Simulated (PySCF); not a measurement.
# CH8Ge2: the cost of one run

The runs use PySCF 2.14.0, with density-fitted response routines of our own; the level of theory stands in each step. All values are computed, except where a source is named. Atoms are numbered from 0 throughout.

## 1. Starting geometry

11 atoms, charge 0, multiplicity 1; geometry from: GFN2-xTB.

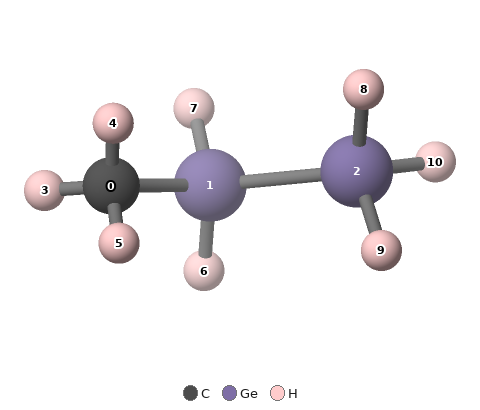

As it starts; carbon dark grey, germanium purple, hydrogen pink, atoms numbered.

## 2. Geometry optimisation at PBE0-D3(BJ)/def2-SVP

Job settings and geometry (Å):

```
{"job": {"xc": "PBE0", "basis": "def2-SVP", "d3": "d3bj", "grid": 1, "kind": "geom"}, "charge": 0, "multiplicity": 1}
C     -1.647590     0.755860    -0.042990
Ge    -0.418420    -0.783250    -0.023530
Ge     1.860340    -0.102310     0.052360
H     -2.684510     0.438110    -0.100810
H     -1.437900     1.392910    -0.898860
H     -1.522800     1.351980     0.857690
H     -0.763030    -1.681120     1.139640
H     -0.681440    -1.640020    -1.238560
H      2.214620     0.848730    -1.052490
H      2.225080     0.631790     1.308190
H      2.866510    -1.207330    -0.052570
```

Command:

```
> OMP_NUM_THREADS=1 python probes_run.py task.json out
```

This one command runs all jobs of the session in turn.

Q: Estimate the wall time and peak memory of this first job on 1 thread of Arm Neoverse N1, shared host.

About 48 s, with a peak of 0.47 GiB.
